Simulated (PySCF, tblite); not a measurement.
# C32H16: electronic excitations, NMR shifts

What do calculations give for the electronic excitations, NMR shifts of C32H16 (`C1#Cc2cccc(c2)C#Cc2cccc(c2)C#Cc2cccc(c2)C#Cc2cccc1c2`)?

Programs: tblite 0.8.0 and PySCF 2.14.0, with routines of our own; each step states its level. All values are computed. Atoms count from 0.

## 1. The starting structure

48 atoms, charge 0, multiplicity 1; geometry from: force field, distance geometry or constructed start.

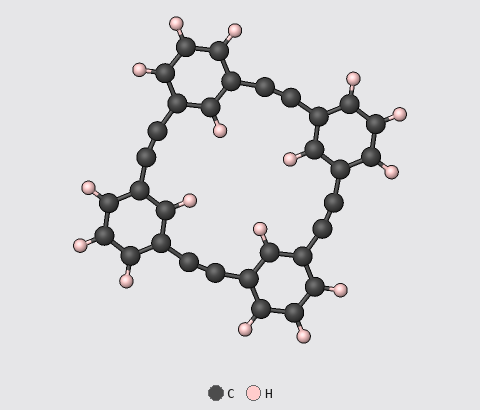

The starting geometry (carbon dark grey, hydrogen pink).

## 2. Relaxing the molecule with GFN2-xTB

What the job is given:

```
{"job": {"kind": "relax", "xc": "GFN2-xTB", "basis": "xTB"}, "charge": 0, "multiplicity": 1}
C      2.808800     2.855900    -0.624100
C      3.214100     2.015300    -1.377200
C      3.476100     0.843500    -2.157100
C      4.546100     0.755300    -3.042500
C      4.734000    -0.424600    -3.773900
C      3.847200    -1.502300    -3.644700
C      2.775500    -1.402500    -2.766500
C      2.594000    -0.228900    -2.024100
C      1.836100    -2.466400    -2.574600
C      0.931000    -3.192700    -2.247700
C     -0.219100    -3.826000    -1.684400
C     -0.616700    -5.115100    -2.029700
C     -1.756500    -5.670700    -1.429100
C     -2.492700    -4.945500    -0.495700
C     -2.097800    -3.651800    -0.147300
C     -0.961100    -3.102400    -0.737100
C     -2.803500    -2.855900     0.805500
C     -3.218400    -2.016200     1.551300
C     -3.471500    -0.844100     2.342700
C     -4.544000    -0.750100     3.221100
C     -4.737200     0.427100     3.961100
C     -3.851300     1.503200     3.824000
C     -2.772000     1.408800     2.951800
C     -2.594800     0.227300     2.206100
C     -1.832900     2.466900     2.757200
C     -0.940000     3.191000     2.433900
C      0.217700     3.827100     1.863700
C      0.613500     5.113700     2.212900
C      1.753600     5.671800     1.614100
C      2.496000     4.945300     0.678400
C      2.099200     3.657400     0.328400
C      0.957200     3.104300     0.925700
H      5.239800     1.579700    -3.153100
H      5.577400    -0.499900    -4.460100
H      4.009800    -2.404900    -4.226500
H      1.749900    -0.154100    -1.341300
H     -0.049100    -5.687900    -2.762200
H     -2.063300    -6.675200    -1.707300
H     -3.375200    -5.394500    -0.039100
H     -0.652600    -2.092200    -0.471200
H     -5.240800    -1.582000     3.337300
H     -5.569300     0.492900     4.649700
H     -4.003700     2.407600     4.401800
H     -1.746900     0.155900     1.518700
H      0.044500     5.689700     2.942500
H      2.062300     6.679400     1.883300
H      3.378600     5.390700     0.220500
H      0.647400     2.098100     0.656800
```

The run is started by

```console
$ OMP_NUM_THREADS=2 python large_run.py task.json out
```

This one command runs all jobs of the session in turn.

The log of the run:

```text
step      E/eV     max force
  0   -2079.47811    2.376
  1   -2079.36032    4.524
  2   -2079.62498    0.406
  3   -2079.65078    0.525
  4   -2079.67714    0.653
  5   -2079.69542    1.011
  6   -2079.71135    0.133
  7   -2079.71600    0.178
  8   -2079.71910    0.246
  9   -2079.71944    0.318
 10   -2079.72114    0.047
 11   -2079.72158    0.033
 12   -2079.72200    0.052
 13   -2079.72243    0.072
 14   -2079.72301    0.155
 15   -2079.72384    0.051
 16   -2079.72439    0.063
 17   -2079.72456    0.015
```

Run time: 0.98 s. Hardware: 2 threads of Arm Neoverse N1, shared host; peak memory 0.18 GiB.

The steps of the relaxation: (the energy doesn't fall at every step)

```
step  energy from step 0 (eV)  largest force (eV/Å)
   0                   0.0000                2.3756
   1                   0.1178                4.5238
   2                  -0.1469                0.4060
   3                  -0.1727                0.5259
   4                  -0.1990                0.6530
   5                  -0.2173                1.0114
   6                  -0.2332                0.1324
   7                  -0.2379                0.1785
   8                  -0.2410                0.2459
   9                  -0.2413                0.3181
  10                  -0.2430                0.0470
  11                  -0.2435                0.0336
  12                  -0.2439                0.0524
  13                  -0.2443                0.0725
  14                  -0.2449                0.1556
  15                  -0.2457                0.0513
  16                  -0.2463                0.0630
  17                  -0.2465                0.0148
```

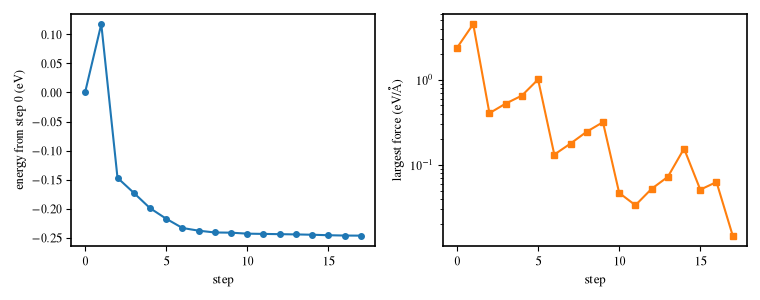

Energy and largest force along the relaxation.

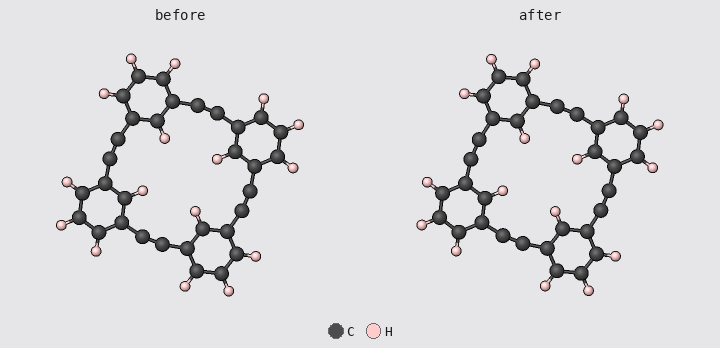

The geometry before (left) and after (right).

Distances of close pairs at the start and the end, largest changes first:

```
   bond  before (Å)  after (Å)  change (Å)
C25–C26       1.439      1.413      -0.026
C17–C18       1.437      1.413      -0.024
 C0–C30       1.433      1.413      -0.020
  C6–C8       1.432      1.413      -0.020
  C1–C2       1.432      1.413      -0.019
C19–C20       1.404      1.385      -0.019
C27–C28       1.404      1.385      -0.019
C11–C12       1.403      1.385      -0.018
```

The next job starts from the end point, and lists it.

## 3. Vibrational analysis with GFN2-xTB

What the job is given:

```
{"job": {"kind": "ir", "xc": "GFN2-xTB", "basis": "xTB"}, "charge": 0, "multiplicity": 1}
C      2.755276     2.822024    -0.603477
C      3.171066     1.972691    -1.356601
C      3.463309     0.844020    -2.154221
C      4.539377     0.742431    -3.035931
C      4.718060    -0.421445    -3.764609
C      3.848289    -1.491360    -3.636401
C      2.768752    -1.400138    -2.757844
C      2.586340    -0.230781    -2.022482
C      1.813163    -2.416582    -2.535957
C      0.907929    -3.147697    -2.208798
C     -0.218099    -3.815202    -1.677956
C     -0.621166    -5.105350    -2.022270
C     -1.747183    -5.650947    -1.429165
C     -2.485611    -4.939924    -0.498126
C     -2.091470    -3.648822    -0.147048
C     -0.958739    -3.096759    -0.741630
C     -2.755595    -2.821770     0.785941
C     -3.171368    -1.971968     1.538287
C     -3.462893    -0.843640     2.336783
C     -4.538002    -0.742167     3.219680
C     -4.716825     0.421952     3.947938
C     -3.847581     1.492062     3.818842
C     -2.769088     1.401015     2.939034
C     -2.586071     0.231219     2.204428
C     -1.814105     2.417874     2.716834
C     -0.909136     3.149950     2.390968
C      0.217056     3.817230     1.860061
C      0.620137     5.107652     2.203045
C      1.746940     5.651974     1.610188
C      2.485545     4.940285     0.679817
C      2.090765     3.649323     0.329045
C      0.957612     3.098296     0.923917
H      5.226454     1.568277    -3.147274
H      5.553682    -0.496592    -4.445704
H      4.001948    -2.393030    -4.210477
H      1.751222    -0.155560    -1.341124
H     -0.055782    -5.672547    -2.746823
H     -2.056162    -6.650877    -1.698428
H     -3.361204    -5.379140    -0.043593
H     -0.649893    -2.096950    -0.472584
H     -5.224670    -1.568180     3.331621
H     -5.550517     0.496889     4.631325
H     -4.000869     2.393018     4.394134
H     -1.751971     0.156653     1.521652
H      0.054345     5.675797     2.926528
H      2.055573     6.652130     1.878564
H      3.362154     5.378674     0.226329
H      0.648845     2.098342     0.655510
```

The log of the run:

```text
mode    cm-1     km/mol
  1      17.8      0.00
  2      41.6      0.73
  3      45.0      0.01
  4      45.1      0.00
  5      48.3      0.00
  6      49.2      0.00
  7      54.4      0.00
  8     100.7      0.00
  9     123.3      0.00
 10     123.4      0.00
 11     124.0      0.40
 12     124.2      0.34
 13     142.5      0.03
 14     165.7      0.00
 15     254.6      0.00
 16     261.9      0.01
 17     263.8      0.01
 18     263.8      0.01
 19     267.0      0.00
 20     267.0      0.00
 21     270.9      0.00
 22     273.2      0.08
 23     333.1      0.00
 24     334.9      0.00
 25     335.1      0.00
 26     336.5      0.01
 27     406.2      0.00
 28     416.1      2.23
 29     416.2      2.28
 30     420.5      0.01
 31     438.3      1.95
 32     439.2      0.00
 33     439.2      0.00
 34     439.9      0.00
 35     486.3      0.00
 36     499.3      5.45
 37     499.4      5.11
 38     502.0      0.00
 39     511.4      0.00
 40     528.1      5.55
 41     528.1      5.71
 42     545.1      0.00
 43     553.8      0.01
 44     572.7      0.00
 45     572.7      0.00
 46     592.7      0.03
 47     637.8      0.00
 48     647.3      0.01
 49     650.3      0.00
 50     650.4      0.00
 51     652.4      4.81
 52     674.8      0.03
 53     674.8      0.01
 54     779.3      0.00
 55     780.7      0.05
 56     785.3      0.01
 57     785.4      0.01
 58     789.9     90.99
 59     835.6      0.00
 60     871.2      0.02
 61     873.4      0.00
 62     873.4      0.00
 63     877.6      3.24
 64     886.2      0.02
 65     886.7      0.00
 66     886.7      0.01
 67     887.1      0.00
 68     926.7      0.03
 69     926.8      0.01
 70     926.9      0.00
 71     927.1      0.04
 72     947.8      0.49
 73     947.8      0.44
 74     983.1      0.00
 75     993.4      0.00
 76    1000.2      5.08
 77    1000.3      5.62
 78    1024.0      0.00
 79    1116.5      0.00
 80    1117.5      0.50
 81    1117.5      0.41
 82    1118.2      0.01
 83    1139.4      0.00
 84    1150.5      0.12
 85    1150.5      0.15
 86    1183.0      0.01
 87    1187.7      0.00
 88    1187.8      0.04
 89    1187.9      0.00
 90    1203.4      0.00
 91    1224.5      0.00
 92    1258.7      0.30
 93    1258.7      0.06
 94    1265.0      0.00
 95    1283.8      0.00
 96    1313.2      0.38
 97    1313.3      0.42
 98    1319.3      0.00
 99    1322.8      0.00
100    1336.8      0.22
101    1336.9      0.17
102    1360.6      0.00
103    1394.2      1.68
104    1394.2      1.67
105    1395.0      0.01
106    1411.7      0.00
107    1456.5      0.00
108    1482.8      7.46
109    1482.9      7.65
110    1496.8      0.00
111    1561.9      0.07
112    1562.0      0.01
113    1562.6      0.00
114    1564.2      0.00
115    1575.4      0.01
116    1575.6      0.01
117    1577.0     31.79
118    1577.1     32.13
119    2309.9      0.99
120    2310.9      0.92
121    2311.0      1.12
122    2311.2      0.84
123    3075.1     17.28
124    3075.2     21.29
125    3075.6     18.89
126    3075.8     15.80
127    3086.0      5.01
128    3086.8     46.29
129    3087.1     43.58
130    3088.3     18.22
131    3088.7     30.24
132    3088.8      5.70
133    3088.8     50.54
134    3089.0      8.89
135    3094.2     44.48
136    3094.5    103.03
137    3094.6    143.25
138    3095.3      3.56
```

Run time: 15 s. Hardware: 2 threads of Arm Neoverse N1, shared host; peak memory 0.18 GiB.

The strongest bands and the atoms that carry them (share of the mass-weighted mode):

```
cm⁻¹  km/mol                                   atoms
 790    91.0                                        
1577    32.1                                        
3087    46.3            H35 46 %, H43 32 %, H39 13 %
3087    43.6                      H47 49 %, H39 33 %
3089    50.5  H44 26 %, H46 24 %, H36 15 %, H38 13 %
3094    44.5            H34 34 %, H32 20 %, H33 16 %
3094   103.0            H42 27 %, H40 19 %, H41 14 %
3095   143.2  H46 23 %, H44 19 %, H38 15 %, H45 14 %
```

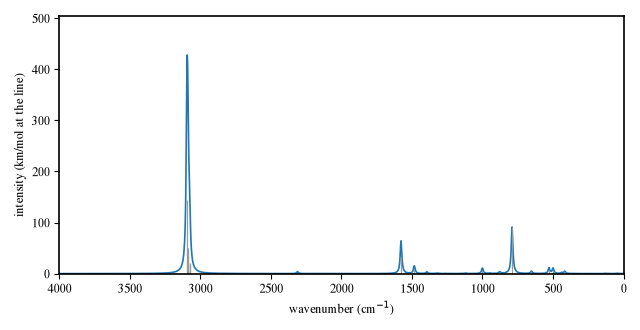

The infrared spectrum from these modes, unscaled. Lines are broadened to a width of 14 cm⁻¹ (Lorentzian).

## 4. Electronic excitations: TDA B3LYP/6-31G*

Settings changed since step 3:

```diff
@@ -1,2 +1,2 @@
-{"job": {"kind": "ir", "xc": "GFN2-xTB", "basis": "xTB"}, "charge": 0, "multiplicity": 1}
+{"job": {"kind": "uv", "basis": "6-31G*", "grid": 1, "kgrid": 0, "vcut": 1.5, "nstates": 6, "ntriplets": 2, "tda": true, "delta": ["ip_vertical"], "pop": true, "xc": "B3LYP"}, "charge": 0, "multiplicity": 1}
 C      2.755276     2.822024    -0.603477
```

Method: TDA B3LYP/6-31G*, vertical, gas phase, core orbitals frozen in the response, virtual orbitals cut by energy.

The log of the run:

```text
start: PBE on a coarse grid of 42301 points
cycle   1  E = -1227.3353892147  dE =  5.640e+00  |g| = 9.455e-01  |ddm| = 9.970e+00
cycle   2  E = -1227.3252692149  dE =  1.012e-02  |g| = 9.800e-01  |ddm| = 3.649e+00
cycle   3  E = -1227.5868798473  dE = -2.616e-01  |g| = 2.012e-01  |ddm| = 2.093e+00
cycle   4  E = -1227.5953354230  dE = -8.456e-03  |g| = 9.581e-02  |ddm| = 3.993e-01
cycle   5  E = -1227.5981951840  dE = -2.860e-03  |g| = 3.385e-02  |ddm| = 1.801e-01
cycle   6  E = -1227.5985092267  dE = -3.140e-04  |g| = 8.362e-03  |ddm| = 5.035e-02
final grid: 188156 points
cycle   7  E = -1228.7984854526  dE = -9.768e-03  |g| = 3.544e-02  |ddm| = 6.890e-01
cycle   8  E = -1228.7983292578  dE =  1.562e-04  |g| = 4.386e-02  |ddm| = 1.270e-01
cycle   9  E = -1228.7988306304  dE = -5.014e-04  |g| = 7.689e-03  |ddm| = 7.243e-02
cycle  10  E = -1228.7988368468  dE = -6.216e-06  |g| = 6.489e-03  |ddm| = 1.346e-02
cycle  11  E = -1228.7988453282  dE = -8.481e-06  |g| = 1.544e-03  |ddm| = 7.248e-03
cycle  12  E = -1228.7988495106  dE = -4.182e-06  |g| = 4.123e-04  |ddm| = 2.037e-03
cycle  13  E = -1228.7988495876  dE = -7.700e-08  |g| = 9.431e-05  |ddm| = 7.611e-04
converged SCF energy = -1228.7988495876
Vertical ionisation energy (delta-SCF) = 6.8910 eV   <S^2> = 0.763

Static polarisability (au): isotropic 400.445, principal 93.011 554.123 554.202

Singlet excitations
state   eV       nm        f      main configurations
  1   3.7836    327.7   0.00000   H-3->L 0.69, H-2->L+1 0.08, H-1->L+2 0.08
  2   3.8205    324.5   0.04191   H-1->L 0.57, H->L+2 0.32
  3   3.8205    324.5   0.04170   H-2->L 0.57, H->L+1 0.32
  4   3.9047    317.5   0.00000   H->L 0.83
  5   3.9522    313.7   0.00000   H-1->L+1 0.48, H-2->L+2 0.48
  6   4.0077    309.4   0.00000   H->L+3 0.31, H-3->L 0.22, H-2->L+1 0.13

Triplet excitations (Tamm-Dancoff, eV): 2.7630 2.9678
```

Run time: 4.1 min. Hardware: 2 threads of Arm Neoverse N1, shared host; peak memory 1.7 GiB.

Frontier orbitals and where they lie:

```
orbital     eV                        atoms
 HOMO−4  -7.15   C1 10 %, C0 10 %, C24 10 %
 HOMO−3  -6.15  C15 10 %, C23 10 %, C7 10 %
 HOMO−2  -5.94     C25 8 %, C9 8 %, C24 8 %
 HOMO−1  -5.94      C1 8 %, C17 8 %, C0 8 %
   HOMO  -5.76     C29 6 %, C27 6 %, C5 6 %
   LUMO  -1.69      C13 7 %, C5 7 %, C3 7 %
 LUMO+1  -1.35     C19 8 %, C3 8 %, C31 8 %
 LUMO+2  -1.35     C27 8 %, C11 8 %, C7 8 %
 LUMO+3  -0.97  C15 11 %, C23 11 %, C7 11 %
```

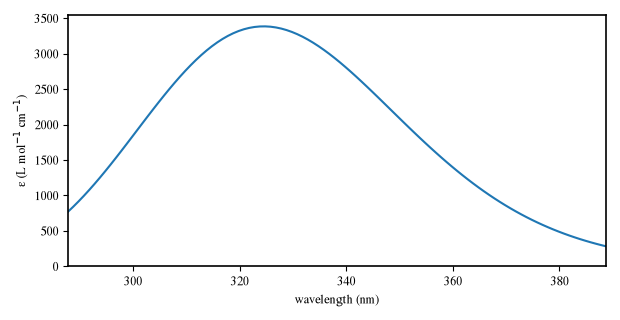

Absorption spectrum: each of the 6 states is a Gaussian band of 0.4 eV half-width at 1/e. Beyond the last state computed it falls off for lack of states.

Further results of this job:

```
           property  computed
  dipole moment (D)      0.00
polarisability (Å³)     59.34
 HOMO–LUMO gap (eV)      4.07
      −ε(HOMO) (eV)      5.76
```

(Part 1 of 2 ends here.)
